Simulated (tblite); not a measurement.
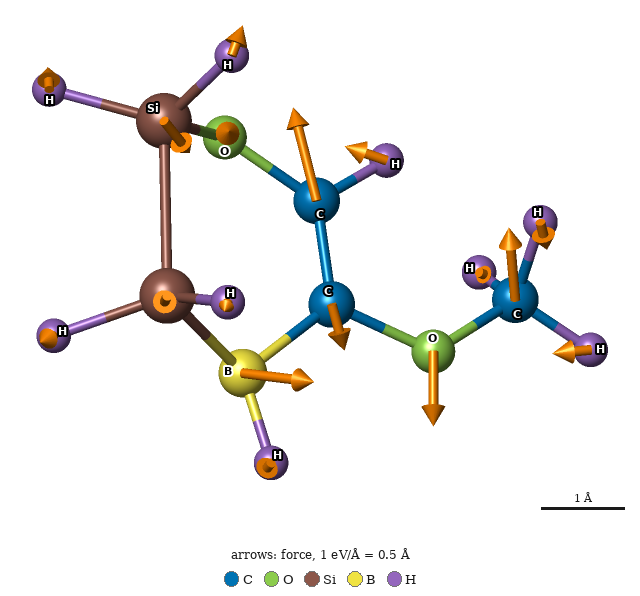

Starting geometry of C$_{3}$H$_{9}$BO$_{2}$Si$_{2}$ with the computed forces as orange arrows. A ball-and-stick model, seen from a free direction.

The calculation used GFN2-xTB geometry optimisation, gas phase in tblite 0.8.0. 

**What follows when this structure is relaxed?**

It isn't relaxed: the largest force vector, on a C atom, is 2.35 eV/Å. The final displacements have little in common with the starting forces (cosine between the two patterns 0.27). Over 111 geometry steps the energy falls by 1.234 eV. An O atom moves most after the best rigid fit: 0.76 Å. Largest moves by element: O 0.76 Å, H 0.70 Å, B 0.63 Å, C 0.42 Å, Si 0.15 Å. Among the contacts that change: O–Si 1.762 → 1.659 Å, C–O 1.369 → 1.326 Å, C–H 1.137 → 1.096 Å, C–C 1.323 → 1.361 Å. Among the angles between lasting bonds that change: Si–Si–H 106.8° → 121.4°, Si–Si–H 106.5° → 120.8°, C–O–Si 123.5° → 137.2°. Groups turn about C–O by about 50°, O–Si by about 45°. The run took 1.6 s on 1 thread of Arm Neoverse N1 (shared host).
